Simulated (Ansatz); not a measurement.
System: BClH2O···F (doublet).

Input file:

```
crystal:
  periodic: [false, false, false]
  atoms:
    - { symbol: B, position_ang: [0.0, 0.0, 0.0] }
    - { symbol: Cl, position_ang: [0.0, 0.0, 2.11] }
    - { symbol: H, position_ang: [1.0305, 0.0, -0.595] }
    - { symbol: O, position_ang: [-1.2211, 0.0, -0.705] }
    - { symbol: H, position_ang: [-1.7308, -0.8467, -0.4965] }
    - { symbol: F, position_ang: [0.0, 0.0, 3.91] }
magnetization:
  spin_polarized: true
  initial_magnetization: 1
basis:
  gaussian: { orbitals: def2-SVP }
hamiltonian:
  xc: hf
relax:
  f_tol: 0.15
  max_steps: 25
  restrain:
    - { distance: [1, 5], at: 2.7, k: 30.0 }
    - { distance: [0, 1], at: 1.86, k: 30.0 }
output:
  orbitals: {}
```

Command:

```sh
ansatz run input.yaml --threads 1 --pin off --max-ram 2048MiB --backend cpu --events-out ev --progress --plain --runs-dir out
```

The fields are those of the run's last geometry, not of the input's.

Not at a stationary point (largest force 1.2 eV/Å).

The calculation used UHF/def2-SVP (Ansatz).

Question: Predict the electron density, electron localisation function and spin density between the atoms.

Answer: Cl2···F6 (2.71 Å): the density falls to about 0.1 e/Å³ on the way; the ELF dips to about 0 between them.
B–O (1.32 Å): ρ is about 2.3 e/Å³ halfway; the ELF peaks at about 0.90 between the atoms, as expected for a polar covalent bond.
B–Cl (1.83 Å): ρ at the midpoint is about 1.2 e/Å³; the ELF peaks at about 0.95 between the atoms, as expected for a polar covalent bond.
O–H (0.95 Å): ρ at the midpoint is about 3.9 e/Å³; the ELF climbs to about 1 towards the hydrogen, as it does in any bond to H: a covalent bond by its length.
The unpaired spin (1 electron) lies mostly on F6 (about 1.0), in electrons by Hirshfeld's partition.

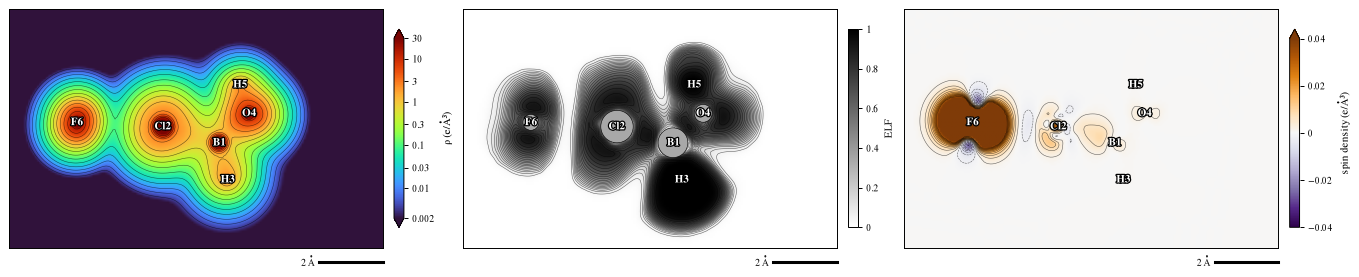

Computed electron density, electron localisation function and spin density on the molecular plane, in this order. Grey discs cover the atomic cores in the ELF map. 
